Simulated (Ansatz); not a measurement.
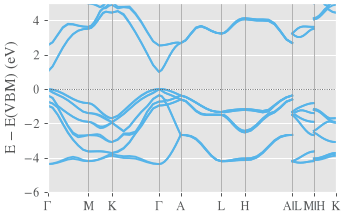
Figure. Band structure from the program Ansatz at the r²SCAN with spin–orbit coupling level (PAW)

Read off the gap and where the band edges lie.

About 1.0 eV (0.99 eV by a search for the band edges); maximum at Γ, minimum at Γ.

The material is CdSe (wurtzite, space group No. 186).

Space group P6_3mc (wurtzite). Symmetry was held in the r²SCAN relaxation.

Potentials: the later of the program's two PAW sets.
